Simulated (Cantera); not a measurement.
Input: 1 mol SiO2, 0.5 mol NF3, 88 mol N2, equilibrated at 500 Pa.

Equilibrium computed with Cantera from the NASA thermochemical tables; the gas is ideal and each condensed phase is pure. Candidate condensed phases: Si, SiO2, Si2N2O, Si3N4; 28 gas species. The tables hold silica as quartz up to 1696 K and as liquid above; real silica turns to tridymite and cristobalite and melts near 1996 K. Equilibrium is a limit: real reactors are often held back by kinetics, nucleation or transport.

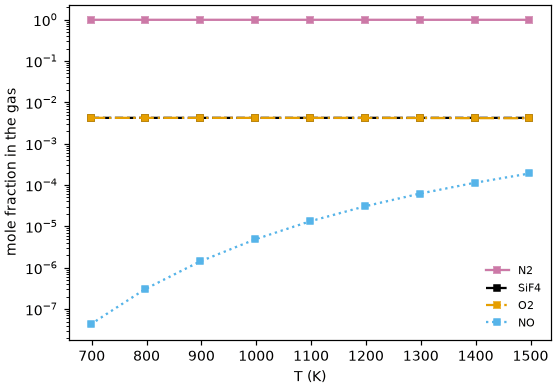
Fig. 1. Equilibrium gas composition (values under 1e-9 drawn at 1e-9)

From 698 K to 798 K the condensed part is SiO2(α-quartz). From 898 K to 1498 K the condensed part is SiO2(β-quartz). The main Si-bearing gas is SiF4 throughout.
